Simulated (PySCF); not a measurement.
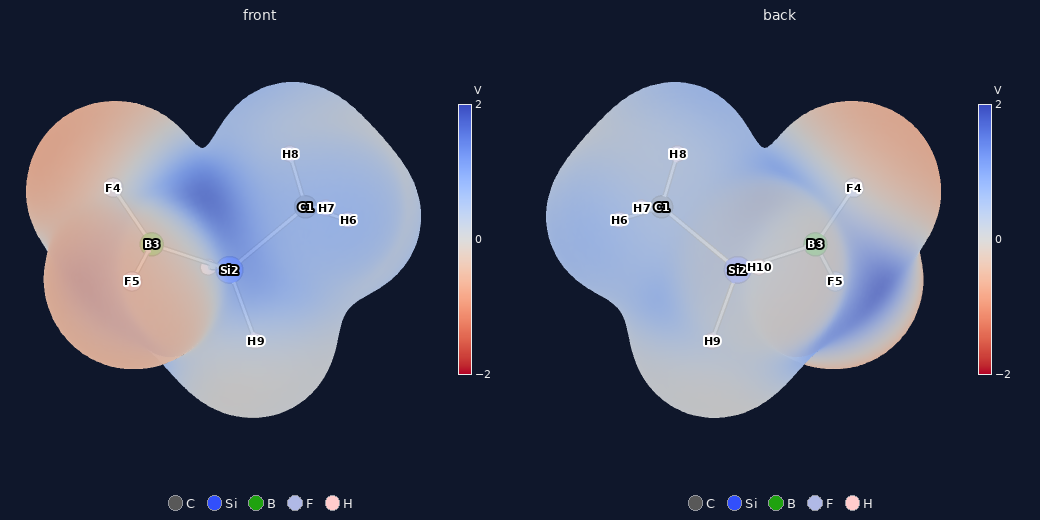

*CH$_{5}$BF$_{2}$Si. The electrostatic potential painted on the density surface at 0.001 e/bohr³, seen from the front and from behind; the colour scale runs from red (negative) to blue (positive).*

Geometry: GFN2-xTB.

Theory: CAM-B3LYP/def2-SVPD, SCF density, gas phase (PySCF).

```xyz
10

C    -1.3877   -0.5093    0.0075
Si    0.0491    0.7135   -0.2643
B     1.7728   -0.1058    0.2841
F     2.3547   -1.1019   -0.3618
F     2.4794    0.2688    1.3365
H    -2.3323   -0.0750   -0.3035
H    -1.4828   -0.7894    1.0535
H    -1.2402   -1.4209   -0.5656
H    -0.2506    1.9451    0.4817
H     0.0465    1.0795   -1.6905
```

> Which sites attract a positive test charge, and which a negative one?

A positive charge is drawn to the negative regions and a negative charge to the positive ones. The most negative region (about −0.7 V, or −16 kcal/mol for a unit charge) lies over F4 and F5, the most positive (about +1.5 V, or +35 kcal/mol for a unit charge) over B3.

> What dipole moment does the calculation give?

Its dipole moment is 1.60 D.
